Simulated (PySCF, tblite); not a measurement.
# C₁₉H₂₂: electronic excitations, NMR shifts, part 2 of 2

tblite 0.8.0 and PySCF 2.14.0. Atoms count from 0.

## Step 5: NMR shifts: GIAO KT3/pcSseg-1

What the job is given:

```
{"job": {"kind": "nmr", "basis": "pcSseg-1", "pop": false, "xc": "KT3"}, "charge": 0, "multiplicity": 1}
C      1.843238     0.319096    -1.493499
C      1.160830     1.514297    -1.626982
C      0.889300     2.307092    -0.521358
C      1.391878     1.909256     0.711712
C      2.067787     0.712620     0.846574
C      2.269002    -0.120184    -0.247953
C      2.825360    -1.502942    -0.062262
C      1.778445    -2.392981     0.628649
C      0.477409    -2.470677    -0.170133
C     -0.700719    -3.015637     0.642374
C     -2.045407    -2.473648     0.131428
C     -2.044439    -0.970197     0.151761
C     -1.875437    -0.282653     1.346782
C     -1.695363     1.086693     1.355646
C     -1.700592     1.816010     0.174587
C     -1.965426     1.141721    -1.010188
C     -2.123835    -0.231455    -1.021679
C     -1.321886     3.271072     0.170903
C     -0.019177     3.499474    -0.635609
H      2.017735    -0.296351    -2.365281
H      0.809589     1.818955    -2.602943
H      1.224155     2.528653     1.581200
H      2.421896     0.405751     1.820990
H      3.726122    -1.468813     0.555639
H      3.092203    -1.931568    -1.030186
H      1.561810    -1.966207     1.610620
H      2.191224    -3.392377     0.780909
H      0.628520    -3.079279    -1.063937
H      0.226265    -1.459431    -0.493587
H     -0.581551    -2.716012     1.685201
H     -0.713319    -4.106989     0.613758
H     -2.220939    -2.826678    -0.886368
H     -2.848975    -2.858881     0.764897
H     -1.853537    -0.826926     2.280115
H     -1.522890     1.593977     2.294687
H     -2.013608     1.690873    -1.939435
H     -2.285047    -0.741480    -1.961561
H     -1.176390     3.600130     1.201345
H     -2.120547     3.876515    -0.263758
H      0.477530     4.398241    -0.262733
H     -0.261289     3.662432    -1.687411
```

Level: GIAO KT3/pcSseg-1 NMR shielding, non-relativistic, gas phase.

The program printed:

```text
start: PBE on a coarse grid of 31928 points
cycle   1  E = -735.8032421021  dE =  2.474e+00  |g| = 9.088e-01  |ddm| = 6.442e+00
cycle   2  E = -735.5199002588  dE =  2.833e-01  |g| = 1.379e+00  |ddm| = 2.896e+00
cycle   3  E = -736.0382837750  dE = -5.184e-01  |g| = 1.497e-01  |ddm| = 2.067e+00
cycle   4  E = -736.0429245254  dE = -4.641e-03  |g| = 5.358e-02  |ddm| = 2.643e-01
cycle   5  E = -736.0434684863  dE = -5.440e-04  |g| = 2.292e-02  |ddm| = 6.323e-02
cycle   6  E = -736.0435662022  dE = -9.772e-05  |g| = 1.199e-02  |ddm| = 3.535e-02
cycle   7  E = -736.0436032863  dE = -3.708e-05  |g| = 4.098e-03  |ddm| = 1.639e-02
final grid: 288160 points
cycle   8  E = -749.4040451609  dE = -4.681e-02  |g| = 2.524e-02  |ddm| = 1.056e+00
cycle   9  E = -749.4040220866  dE =  2.307e-05  |g| = 2.808e-02  |ddm| = 8.550e-02
cycle  10  E = -749.4041042283  dE = -8.214e-05  |g| = 2.212e-02  |ddm| = 5.720e-02
cycle  11  E = -749.4042488695  dE = -1.446e-04  |g| = 2.834e-03  |ddm| = 2.828e-02
cycle  12  E = -749.4042509935  dE = -2.124e-06  |g| = 1.177e-03  |ddm| = 4.258e-03
cycle  13  E = -749.4042528392  dE = -1.846e-06  |g| = 5.604e-04  |ddm| = 1.819e-03
cycle  14  E = -749.4042518535  dE =  9.857e-07  |g| = 1.355e-04  |ddm| = 8.150e-04
cycle  15  E = -749.4042508579  dE =  9.956e-07  |g| = 6.495e-05  |ddm| = 2.221e-04
converged SCF energy = -749.4042508579

GIAO shielding tensors (ppm)
atom      isotropic    diamagn.    paramagn.     s11        s22        s33       span
  0 C       60.573     253.930    -193.357    -36.764     60.973    157.511    194.275
  1 C       59.062     253.845    -194.783    -37.259     57.916    156.528    193.787
  2 C       52.597     265.769    -213.172    -39.063     21.275    175.578    214.642
  3 C       60.834     254.076    -193.241    -36.334     48.871    169.967    206.301
  4 C       63.692     253.760    -190.068    -32.225     55.569    167.731    199.956
  5 C       51.558     264.546    -212.989    -34.609     14.068    175.215    209.823
  6 C      144.817     249.575    -104.759    135.115    139.042    160.293     25.178
  7 C      145.968     251.345    -105.377    132.806    145.492    159.607     26.801
  8 C      157.775     253.083     -95.308    141.731    159.649    171.946     30.214
  9 C      148.101     251.025    -102.924    137.660    146.302    160.341     22.681
 10 C      145.525     248.460    -102.935    134.105    141.397    161.073     26.968
 11 C       51.388     264.893    -213.505    -35.126     14.425    174.865    209.991
 12 C       64.622     254.049    -189.428    -32.540     56.298    170.107    202.646
 13 C       58.209     254.151    -195.942    -38.739     56.863    156.502    195.242
 14 C       52.799     265.759    -212.960    -38.440     21.486    175.350    213.790
 15 C       61.601     253.611    -192.009    -34.700     49.429    170.074    204.773
 16 C       59.709     253.214    -193.506    -37.515     59.420    157.222    194.737
 17 C      146.051     249.158    -103.106    133.323    144.456    160.375     27.052
 18 C      146.112     249.331    -103.219    133.576    143.986    160.773     27.196
 19 H       25.156      36.057     -10.900     21.404     25.666     28.398      6.994
 20 H       25.156      36.212     -11.057     21.651     25.075     28.741      7.090
 21 H       24.941      36.319     -11.378     21.405     24.217     29.200      7.795
 22 H       25.027      35.819     -10.792     21.064     25.148     28.868      7.804
 23 H       28.856      29.268      -0.412     24.812     26.675     35.080     10.268
 24 H       29.764      32.134      -2.369     26.146     28.328     34.820      8.674
 25 H       31.046      35.596      -4.550     28.547     30.561     34.030      5.483
 26 H       29.933      30.028      -0.094     25.662     28.450     35.689     10.027
 27 H       31.078      34.615      -3.536     27.521     29.806     35.907      8.387
 28 H       31.154      37.105      -5.951     23.105     34.992     35.366     12.261
 29 H       30.758      34.754      -3.996     28.003     30.196     34.076      6.073
 30 H       29.837      29.673       0.164     25.615     27.943     35.953     10.339
 31 H       29.782      32.386      -2.604     25.961     28.831     34.554      8.592
 32 H       28.781      28.327       0.454     24.893     26.256     35.195     10.302
 33 H       25.041      35.855     -10.813     21.226     24.871     29.027      7.800
 34 H       25.102      36.342     -11.240     21.622     24.976     28.707      7.085
 35 H       25.031      36.224     -11.193     21.487     24.325     29.281      7.795
 36 H       25.051      35.780     -10.729     21.335     25.436     28.382      7.047
 37 H       29.118      32.574      -3.456     25.521     27.901     33.931      8.410
 38 H       28.285      27.581       0.703     25.178     25.763     33.914      8.736
 39 H       28.293      27.645       0.649     25.225     25.755     33.900      8.675
 40 H       29.079      32.419      -3.339     25.497     27.810     33.931      8.433
```

Wall time 42 s (1 thread of Intel Xeon 6975P-C, shared host); peak memory 0.7 GiB.

Shifts follow as δ = σ(reference) − σ, with reference shieldings (ppm) from runs at the same level and on the same kind of geometry: $^{1}$H TMS 31.76, $^{13}$C TMS 184.7. The references are single molecules in the gas phase. Atoms listed in one row are averaged.

| atoms | environment | σ (ppm) | δ (ppm) |
| --- | --- | --- | --- |
| C5, C11 | substituted aromatic carbon | 51.5 | 133.2 |
| C2, C14 | substituted aromatic carbon | 52.7 | 132.0 |
| C1, C3, C13, C15 | aromatic CH | 59.9 | 124.8 |
| C0, C4, C12, C16 | aromatic CH | 62.1 | 122.6 |
| C6, C10 | sp3 CH2 on an aromatic ring | 145.2 | 39.6 |
| C17, C18 | sp3 CH2 on an aromatic ring | 146.1 | 38.6 |
| C7, C9 | sp3 CH2 in a ring | 147.0 | 37.7 |
| C8 | sp3 CH2 in a ring | 157.8 | 26.9 |
| H20, H21, H34, H35 | hydrogen on an aromatic CH | 25.06 | 6.70 |
| H19, H22, H33, H36 | hydrogen on an aromatic CH | 25.07 | 6.69 |
| H37, H38, H39, H40 | hydrogen on an sp3 CH2 on an aromatic ring | 28.69 | 3.07 |
| H23, H24, H31, H32 | hydrogen on an sp3 CH2 on an aromatic ring | 29.30 | 2.46 |
| H25, H26, H29, H30 | hydrogen on an sp3 CH2 in a ring | 30.39 | 1.37 |
| H27, H28 | hydrogen on an sp3 CH2 in a ring | 31.12 | 0.64 |

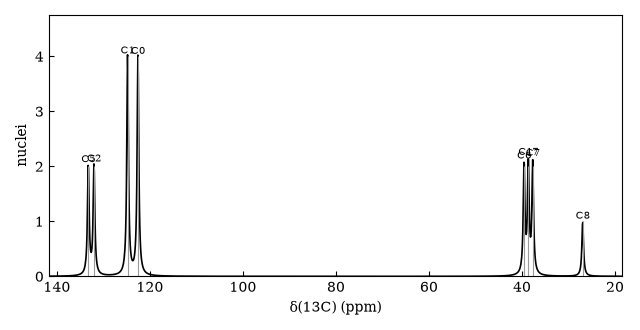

$^{13}$C lines at the computed shifts, without couplings. Lines are broadened to a width of 0.43 ppm (Lorentzian).

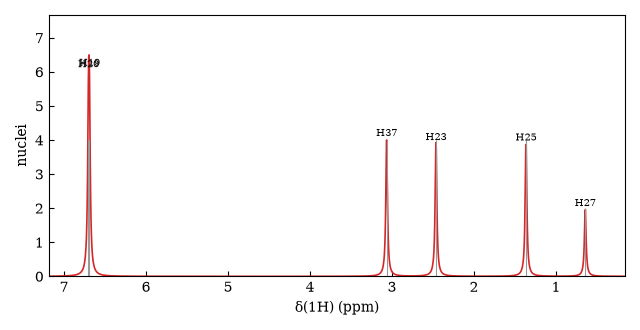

$^{1}$H lines at the computed shifts, without couplings. Lines are broadened to a width of 0.02 ppm (Lorentzian).

Ring of atoms C0, C1, C2, C3, C4, C5: NICS(0) -9.0, NICS(1) -11.3, NICS(1)zz -31.1 ppm (means of both faces).

## Step 6: What came out

What follows sums up all 2 parts.

```
                                                                   quantity                                                   value
                                  strongest single infrared mode (GFN2-xTB)                                   2991 cm⁻¹, 114 km/mol
                                               zero-point energy (GFN2-xTB)                                          221.8 kcal/mol
                                                lowest singlet (PBE/6-31G*)                             4.46 eV (278 nm), f = 0.001
                                   brightest single state of those computed                             state 5, 5.01 eV, f = 0.034
                                                             lowest triplet                                                 3.92 eV
$^{13}$C shifts against TMS (KT3/pcSseg-1, means over atoms taken as alike)  133.2, 132.0, 124.8, 122.6, 39.6, 38.6, 37.7, 26.9 ppm
 $^{1}$H shifts against TMS (KT3/pcSseg-1, means over atoms taken as alike)                  6.70, 6.69, 3.07, 2.46, 1.37, 0.64 ppm
```

All 117 modes are real, so the xTB geometry is a minimum. Unscaled tight-binding wavenumbers are off by several per cent, some by more. Its intensities can rank the bands wrongly. The first singlet state (HOMO→LUMO 0.83) lies at 4.46 eV and is dark; of the 8 states computed, the strongest absorption comes from state 5 at 5.01 eV. The lowest triplet lies 0.54 eV below the lowest singlet. NICS(1)zz of -31 ppm above the planar ring from C0 marks a diatropic (aromatic) ring current.
